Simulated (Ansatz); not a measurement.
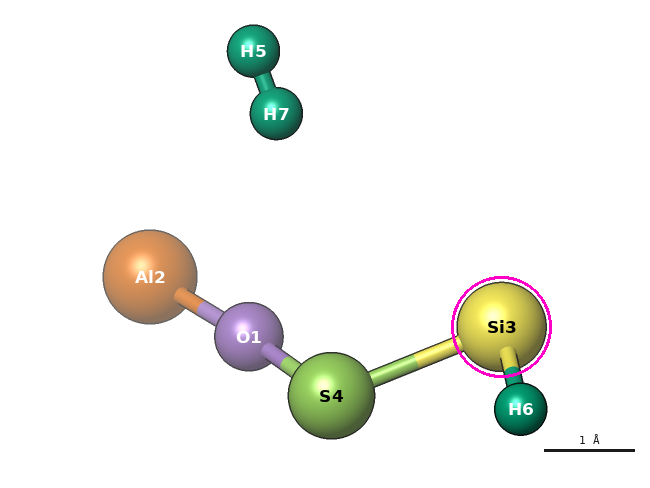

Orthographic view. Depth is shown by fading: the farther an atom, the more it takes the colour of the background. Computed geometry: PBE0-D4/def2-TZVP optimisation. No frequency run is at hand to confirm it as a minimum.

> Name the neighbours of the circled atom.

The circled atom is Si3; it is bonded to S4, H6.

> Which atom is farthest from the viewer?

Al2, 2.0 Å behind the mean position.

> Of O1 and S4, which is nearer the viewer?

S4; the bond to O1 points away from the viewer, so it looks shorter than its 1.63 Å.

> Which atom is nearest the viewer?

H6, 1.3 Å in front of the mean position.
